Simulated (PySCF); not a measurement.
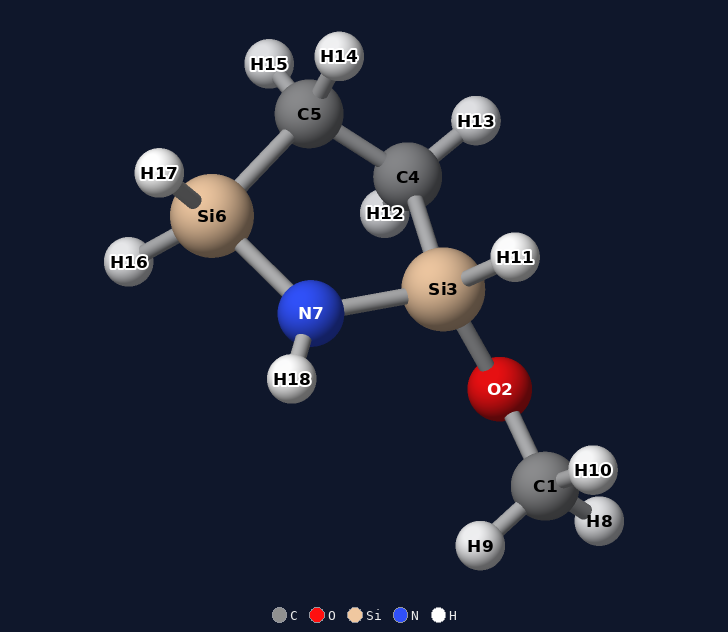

The atoms are numbered. The computed structure is the end point of a GFN2-xTB optimisation. No frequency run is at hand to confirm it as a minimum.

> How are the neighbours of atom 3 arranged?

Si3 has 4 neighbours (O2 at 1.62, C4 at 1.89, N7 at 1.73, H11 at 1.47 Å); the arrangement is tetrahedral.

> How are the neighbours of atom 4 arranged?

C4 has 4 neighbours (Si3 at 1.89, C5 at 1.53, H12 at 1.09, H13 at 1.09 Å); the arrangement is tetrahedral.

> How are the neighbours of atom 5 arranged?

C5 has 4 neighbours (C4 at 1.53, Si6 at 1.90, H14 at 1.09, H15 at 1.09 Å); the arrangement is tetrahedral.

> What is the geometry at N7?

N7 has 3 neighbours (Si3 at 1.73, Si6 at 1.73, H18 at 1.00 Å); the arrangement is trigonal planar.

> What is the dihedral angle C4–Si3–N7–Si6?

13° in size, that is syn (eclipsed).
